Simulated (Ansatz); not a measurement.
# The cluster Al9Sb8Cl3: one molecule under many settings

How do the results and run time of the cluster Al9Sb8Cl3 respond when the settings are drawn wide?

The runs use Ansatz 0.2.0, Gaussian basis; the settings change from run to run.

2 further runs of the same task are left out: 1 that didn't finish, 1 set aside as unsound or not needed. Runs told in other sessions of the task aren't counted.

### 1 The geometry

The structure was relaxed beforehand with PBE-D4/def2-SVP. Sb takes a core potential in def2 sets; no spin-orbit term is included.

20 atoms, charge 0, spin multiplicity 1.

Atoms are counted from 1 here; the program's logs count them from 0.

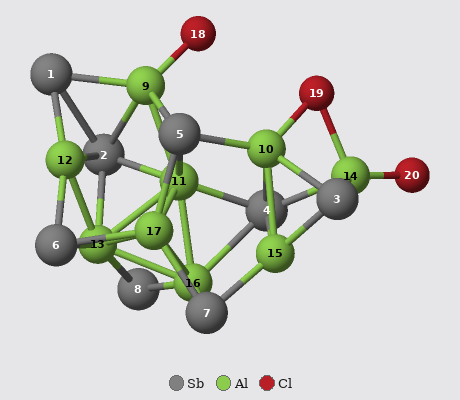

The structure; antimony grey, aluminium green, chlorine red; atoms are numbered from 1 in the order of the file.

As a file:

```mol
Al9Cl3Sb8
  3D, bonds by distance, orders not assigned

 20 40  0  0  0  0  0  0  0  0999 V2000
   -1.2215   -3.4256    3.5653 Sb  0  0
    1.0309   -3.0826    1.3793 Sb  0  0
   -1.7580    3.3943   -2.3059 Sb  0  0
    0.7611   -0.1057   -2.3556 Sb  0  0
   -1.9108    0.6166    1.4843 Sb  0  0
    1.8010    0.6969    4.1620 Sb  0  0
    2.1276    3.3406    0.4902 Sb  0  0
    4.1664   -1.2615    0.0595 Sb  0  0
   -1.8030   -2.1173    1.3715 Al  0  0
   -1.7566    0.8807   -1.1426 Al  0  0
    0.3571   -0.7187    0.2295 Al  0  0
    0.2297   -1.2902    3.5652 Al  0  0
    2.5471   -0.7827    2.0285 Al  0  0
   -1.2657    1.2308   -3.7621 Al  0  0
    0.5764    2.5475   -1.4698 Al  0  0
    2.6541    0.8195   -0.2930 Al  0  0
    0.7314    1.4237    1.7768 Al  0  0
   -3.1173   -2.8574   -0.1470 Cl  0  0
   -2.9805   -0.2139   -2.7660 Cl  0  0
   -1.1862    0.8543   -5.8464 Cl  0  0
  1  2  8  0
  1  9  8  0
  1 12  8  0
  2  9  8  0
  2 11  8  0
  2 12  8  0
  2 13  8  0
  3 10  8  0
  3 14  8  0
  3 15  8  0
  4 10  8  0
  4 11  8  0
  4 14  8  0
  4 15  8  0
  4 16  8  0
  5  9  8  0
  5 10  8  0
  5 11  8  0
  5 17  8  0
  6 12  8  0
  6 13  8  0
  6 17  8  0
  7 15  8  0
  7 16  8  0
  7 17  8  0
  8 13  8  0
  8 16  8  0
  9 11  8  0
  9 18  8  0
 10 15  8  0
 10 19  8  0
 11 13  8  0
 11 16  8  0
 11 17  8  0
 12 13  8  0
 13 16  8  0
 13 17  8  0
 14 19  8  0
 14 20  8  0
 16 17  8  0
M  END
```

### 2 HSE06/def2-SVP

This run has atoms shaken by 0.08 Å, density fitting with def2-universal-jkfit, D3(BJ) dispersion.

The input, in.yaml:

```yaml
crystal:
  periodic: [false, false, false]
  atoms:
    - {symbol: Sb, position_ang: [-1.184070, -3.408482, 3.507357]}
    - {symbol: Sb, position_ang: [0.986204, -2.965653, 1.464929]}
    - {symbol: Sb, position_ang: [-1.607497, 3.450760, -2.363671]}
    - {symbol: Sb, position_ang: [0.724593, -0.058440, -2.353810]}
    - {symbol: Sb, position_ang: [-1.928158, 0.605100, 1.389148]}
    - {symbol: Sb, position_ang: [1.855163, 0.679812, 4.181770]}
    - {symbol: Sb, position_ang: [2.019456, 3.363008, 0.529825]}
    - {symbol: Sb, position_ang: [4.184688, -1.336485, 0.011545]}
    - {symbol: Al, position_ang: [-1.773167, -2.209150, 1.370498]}
    - {symbol: Al, position_ang: [-1.655861, 0.864439, -1.079056]}
    - {symbol: Al, position_ang: [0.348041, -0.536980, 0.196467]}
    - {symbol: Al, position_ang: [0.205119, -1.304587, 3.672952]}
    - {symbol: Al, position_ang: [2.534555, -0.784995, 2.078320]}
    - {symbol: Al, position_ang: [-1.191119, 1.209065, -3.736925]}
    - {symbol: Al, position_ang: [0.674108, 2.464011, -1.456438]}
    - {symbol: Al, position_ang: [2.567302, 0.860008, -0.295615]}
    - {symbol: Al, position_ang: [0.699017, 1.541032, 1.744838]}
    - {symbol: Cl, position_ang: [-3.122736, -2.866333, -0.166798]}
    - {symbol: Cl, position_ang: [-3.038425, -0.270868, -2.815082]}
    - {symbol: Cl, position_ang: [-1.123341, 0.857783, -5.703114]}
basis:
  gaussian: {orbitals: def2-SVP, fitting: {mean_field: def2-universal-jkfit}}
hamiltonian: {xc: {name: HSE06}, dispersion: d3bj}
output: {forces: true}
```

Started as:

```bash
> ansatz run in.yaml --threads 2 --pin off --events-out ev --progress --plain --max-ram 31744MiB --backend cuda --devices 0, --max-vram 18GiB
```

The log of the run (excerpt; [...] marks lines left out):

```text
Functional definition: HSE06
  name "HSE06"
  cite "Heyd, Scuseria & Ernzerhof, J. Chem. Phys. 118, 8207 (2003) doi:10.1063/1.1564060"
  cite "Krukau, Vydrov, Izmaylov & Scuseria, J. Chem. Phys. 125, 224106 (2006) doi:10.1063/1.2404663"
  cite "Heyd & Scuseria, J. Chem. Phys. 120, 7274 (2004) doi:10.1063/1.1668634"
  cite "Ernzerhof & Perdew, J. Chem. Phys. 109, 3313 (1998) doi:10.1063/1.476928"
  cite "Perdew, Burke & Ernzerhof, Phys. Rev. Lett. 77, 3865 (1996) doi:10.1103/PhysRevLett.77.3865"
  parent pbe
[...]
  # The whole range is PBE's own exchange, as in plane waves. The composition of these papers is wPBEh.
[...]
3280 factors; integrals over basis functions are off by at most 3.0e-2 eV
3280 factors; integrals over basis functions are off by at most 1.8e-7 eV
[...]
mean field -149192.75735447 eV, -5482.7327062936 hartree, gradient 4.4e-5 eV, S^2 0.000000; 2 other end points of the search recorded, 0 dependent functions left out
[...]
reference -149192.75741588 eV, -5482.7327085506 hartree; 176, 176 occupied and 248, 248 virtual orbitals, 3280 factors
Total energy: -149195.81148862 eV, -5482.8449436535 hartree
Atom 0 at    -1.184070    -3.408482     3.507357 Å, force    -0.304590    -0.554708     0.820180 eV/Å
Atom 1 at     0.986204    -2.965653     1.464929 Å, force     0.331575    -0.191717    -0.713527 eV/Å
Atom 2 at    -1.607497     3.450760    -2.363671 Å, force     0.343790    -0.911683     0.288274 eV/Å
[...]
Atom 4 at    -1.928158     0.605100     1.389148 Å, force     0.004732    -0.286351     1.148402 eV/Å
Atom 5 at     1.855163     0.679812     4.181770 Å, force    -0.548071    -0.068840    -0.496184 eV/Å
Atom 6 at     2.019456     3.363008     0.529825 Å, force     0.669348     0.556908    -0.101388 eV/Å
Atom 7 at     4.184688    -1.336485     0.011545 Å, force    -1.234410     1.064814     0.583626 eV/Å
Atom 8 at    -1.773167    -2.209150     1.370498 Å, force    -0.423207     0.882855    -0.888791 eV/Å
Atom 9 at    -1.655861     0.864439    -1.079056 Å, force    -1.033369     0.395039    -2.004373 eV/Å
Atom 10 at     0.348041    -0.536980     0.196467 Å, force    -0.005634    -1.271851     0.678969 eV/Å
Atom 11 at     0.205119    -1.304587     3.672952 Å, force     0.347638     0.647939     0.014004 eV/Å
Atom 12 at     2.534555    -0.784995     2.078320 Å, force     0.622209     0.056155    -0.733153 eV/Å
Atom 13 at    -1.191119     1.209065    -3.736925 Å, force    -0.977036     0.597903     2.070239 eV/Å
Atom 14 at     0.674108     2.464011    -1.456438 Å, force    -0.870187     0.964052    -0.478612 eV/Å
Atom 15 at     2.567302     0.860008    -0.295615 Å, force     1.233069    -0.780000     0.404985 eV/Å
Atom 16 at     0.699017     1.541032     1.744838 Å, force    -0.248925    -0.712694     0.853010 eV/Å
Atom 17 at    -3.122736    -2.866333    -0.166798 Å, force     0.326256     0.053246     0.333787 eV/Å
Atom 18 at    -3.038425    -0.270868    -2.815082 Å, force     1.062437     0.843166     0.573056 eV/Å
Atom 19 at    -1.123341     0.857783    -5.703114 Å, force     0.139571    -0.411589    -2.225754 eV/Å
Dipole moment:     0.109793     0.263585     0.738243 e Å
```

Run time: 15 s. Hardware: 1 × H100 (card shared with other runs) with 2 threads of AMD EPYC 7R13, shared host; peak host memory 2.4 GiB.

Largest force 2.366 eV/Å, dipole 3.80 D.

### 3 rPW86-PBE/def2-SVP

Options: multiplicity 3, restricted open-shell orbitals, density fitting with def2-universal-jkfit, rVV10 dispersion, relativity set to scalar.

The input, in.yaml:

```yaml
crystal:
  periodic: [false, false, false]
  atoms:
    - {symbol: Sb, position_ang: [-1.221481, -3.425567, 3.565336]}
    - {symbol: Sb, position_ang: [1.030935, -3.082582, 1.379251]}
    - {symbol: Sb, position_ang: [-1.758029, 3.394302, -2.305944]}
    - {symbol: Sb, position_ang: [0.761143, -0.105681, -2.355640]}
    - {symbol: Sb, position_ang: [-1.910820, 0.616648, 1.484270]}
    - {symbol: Sb, position_ang: [1.800953, 0.696881, 4.162035]}
    - {symbol: Sb, position_ang: [2.127609, 3.340634, 0.490189]}
    - {symbol: Sb, position_ang: [4.166404, -1.261481, 0.059463]}
    - {symbol: Al, position_ang: [-1.802997, -2.117276, 1.371488]}
    - {symbol: Al, position_ang: [-1.756636, 0.880727, -1.142567]}
    - {symbol: Al, position_ang: [0.357135, -0.718687, 0.229505]}
    - {symbol: Al, position_ang: [0.229656, -1.290204, 3.565187]}
    - {symbol: Al, position_ang: [2.547082, -0.782749, 2.028523]}
    - {symbol: Al, position_ang: [-1.265696, 1.230786, -3.762099]}
    - {symbol: Al, position_ang: [0.576390, 2.547497, -1.469843]}
    - {symbol: Al, position_ang: [2.654068, 0.819486, -0.293002]}
    - {symbol: Al, position_ang: [0.731420, 1.423725, 1.776751]}
    - {symbol: Cl, position_ang: [-3.117324, -2.857386, -0.146974]}
    - {symbol: Cl, position_ang: [-2.980513, -0.213914, -2.765998]}
    - {symbol: Cl, position_ang: [-1.186199, 0.854340, -5.846429]}
basis:
  gaussian: {orbitals: def2-SVP, fitting: {mean_field: def2-universal-jkfit}}
magnetization: {spin_polarized: false, initial_magnetization: 2}
hamiltonian: {xc: {name: rPW86-PBE}, dispersion: rvv10, pseudopotentials: {relativity: scalar}}
scf: {omitted_lower_state_checks: [starts]}
output: {forces: true}
```

Launched as before.

The log of the run (excerpt; [...] marks lines left out):

```text
Functional definition: rPW86-PBE+rVV10
  name "rPW86-PBE+rVV10"
  cite "Murray, Lee & Langreth, J. Chem. Theory Comput. 5, 2754 (2009) doi:10.1021/ct900365q"
  cite "Perdew, Burke & Ernzerhof, Phys. Rev. Lett. 77, 3865 (1996) doi:10.1103/PhysRevLett.77.3865"
  cite "Vydrov & Van Voorhis, J. Chem. Phys. 133, 244103 (2010) doi:10.1063/1.3521275"
  cite "Sabatini, Gorni & de Gironcoli, Phys. Rev. B 87, 041108(R) (2013) doi:10.1103/PhysRevB.87.041108"
  parent "pbe"
[...]
3280 factors; integrals over basis functions are off by at most 3.0e-2 eV
[...]
mean field -149542.94390068 eV, -5495.6018245019 hartree, gradient 8.9e-6 eV, S^2 2.000000; 0 other end points of the search recorded, 0 dependent functions left out
[...]
reference -149542.94407439 eV, -5495.6018308859 hartree; 177, 175 occupied and 247, 249 virtual orbitals, 3280 factors
[...]
Atom 11 at     0.229656    -1.290204     3.565187 Å, force    -0.022820     0.071552    -0.050352 eV/Å
Atom 12 at     2.547082    -0.782749     2.028523 Å, force    -0.272025    -0.176356     0.553928 eV/Å
Atom 13 at    -1.265696     1.230786    -3.762099 Å, force     0.042115     0.128013    -0.281408 eV/Å
Atom 14 at     0.576390     2.547497    -1.469843 Å, force    -0.010831    -0.026393    -0.115151 eV/Å
Atom 15 at     2.654068     0.819486    -0.293002 Å, force    -0.316551     0.462782    -0.231666 eV/Å
Atom 16 at     0.731420     1.423725     1.776751 Å, force    -0.072303     0.296571     0.280063 eV/Å
Atom 17 at    -3.117324    -2.857386    -0.146974 Å, force    -0.138413    -0.128391    -0.146812 eV/Å
Atom 18 at    -2.980513    -0.213914    -2.765998 Å, force    -0.064686    -0.111380    -0.004149 eV/Å
Atom 19 at    -1.186199     0.854340    -5.846429 Å, force    -0.027830    -0.019210    -0.135928 eV/Å
Dipole moment:     0.353035     0.126134     0.686762 e Å
Checks for a lower state left out: starts
```

It took 15 s on 1 × H100 (card shared with other runs) with 2 threads of AMD EPYC 7R13, shared host; peak host memory 1.6 GiB.

Largest force 0.764 eV/Å, dipole 3.76 D.

### 4 wPBEh/def2-SVP

Options: charge +1, multiplicity 2, density fitting with def2-universal-jkfit, a grid of angular degree 11.

Edit in.yaml of step 3 so:

```diff
@@ -24,6 +24,6 @@
 basis:
-  gaussian: {orbitals: def2-SVP, fitting: {mean_field: def2-universal-jkfit}}
-magnetization: {spin_polarized: false, initial_magnetization: 2}
-hamiltonian: {xc: {name: rPW86-PBE}, dispersion: rvv10, pseudopotentials: {relativity: scalar}}
+  gaussian: {orbitals: def2-SVP, fitting: {mean_field: def2-universal-jkfit}, final_grid: {core_spheres: 5, valence_spheres: 4, degree: 11}}
+total_charge: 1
+magnetization: {spin_polarized: true, initial_magnetization: 1}
+hamiltonian: {xc: {name: wPBEh}}
 scf: {omitted_lower_state_checks: [starts]}
-output: {forces: true}
```

Same command.

The log of the run (excerpt; [...] marks lines left out):

```text
Functional definition: wPBEh
  name "wPBEh"
  cite "Heyd, Scuseria & Ernzerhof, J. Chem. Phys. 118, 8207 (2003) doi:10.1063/1.1564060"
  cite "Krukau, Vydrov, Izmaylov & Scuseria, J. Chem. Phys. 125, 224106 (2006) doi:10.1063/1.2404663"
  cite "Heyd & Scuseria, J. Chem. Phys. 120, 7274 (2004) doi:10.1063/1.1668634"
  cite "Ernzerhof & Perdew, J. Chem. Phys. 109, 3313 (1998) doi:10.1063/1.476928"
  cite "Perdew, Burke & Ernzerhof, Phys. Rev. Lett. 77, 3865 (1996) doi:10.1103/PhysRevLett.77.3865"
  parent pbe
[...]
3280 factors; integrals over basis functions are off by at most 3.0e-2 eV
3280 factors; integrals over basis functions are off by at most 1.8e-7 eV
[...]
mean field -149194.96485541 eV, -5482.8138304570 hartree, gradient 3.6e-5 eV, S^2 0.757117; 0 other end points of the search recorded, 0 dependent functions left out
reference -149194.96493884 eV, -5482.8138335230 hartree; 176, 175 occupied and 248, 249 virtual orbitals, 3280 factors
Total energy: -149194.96493884 eV, -5482.8138335230 hartree
Checks for a lower state left out: starts
```

It took 9 s on 1 × H100 (card shared with other runs) with 2 threads of AMD EPYC 7R13, shared host; peak host memory 1 GiB.

⟨S²⟩ 0.757.

### 5 The runs in one table

| level | charge | multiplicity | geometry | functions | energy (eV) | time |
| --- | --- | --- | --- | --- | --- | --- |
| HSE06/def2-SVP | 0 | 1 | shaken | 424 | -149195.811 | 15 s |
| rPW86-PBE/def2-SVP | 0 | 3 | relaxed | 424 | -149542.944 | 15 s |
| wPBEh/def2-SVP | 1 | 2 | relaxed | 424 | -149194.965 | 9 s |

### 6 Summary of results

```
quantity                     value
    runs                         3
quickest       wPBEh/def2-SVP, 9 s
 slowest  rPW86-PBE/def2-SVP, 15 s
```

In words: The runs differ in state or geometry as well as level, so their energies can't be set against each other. The times lie within a factor of two.
